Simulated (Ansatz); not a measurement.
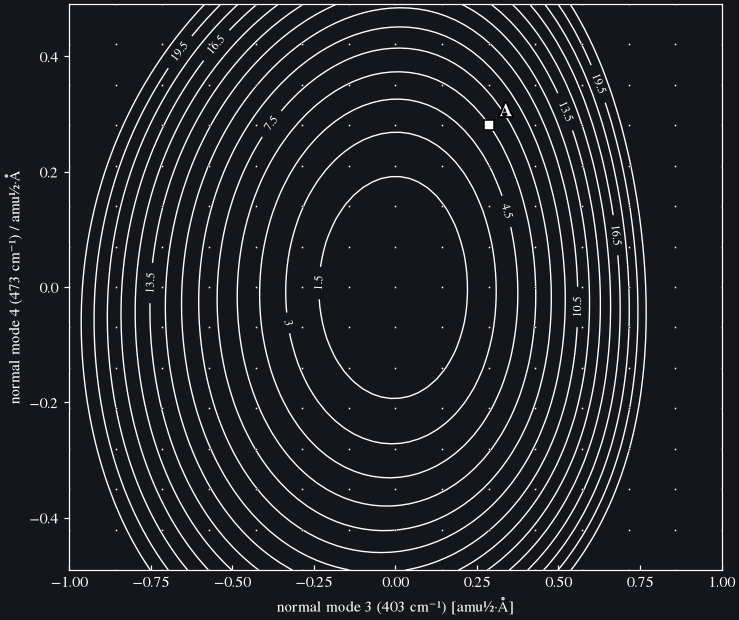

C₂H₂In, SMILES C#[C][InH], spin multiplicity 2. Coordinates scanned: (1) normal mode 3 (403 cm⁻¹); (2) normal mode 4 (473 cm⁻¹). Nothing is relaxed (straight displacements along the two mass-weighted modes). The grid has 15 × 15 points. Energies are in kJ/mol, from the lowest grid point. These are results of Ansatz 0.2.0, UKS PBE0-D4/def2-TZVP, not measurements.

The picture shows contour lines labelled in kJ/mol (none above 21), dots at the grid points, the point A. Between grid points the surface is interpolated.

Question: Is A at rest? If not, where is it pushed?

Answer: A, at normal mode 3 (403 cm⁻¹) = 0.286 amu½·Å, normal mode 4 (473 cm⁻¹) = 0.281 amu½·Å, is not a stationary point. The computed force is 20 kJ/mol for each amu½·Å towards smaller values of normal mode 3 (403 cm⁻¹) and 24 kJ/mol for each amu½·Å towards smaller values of normal mode 4 (473 cm⁻¹).
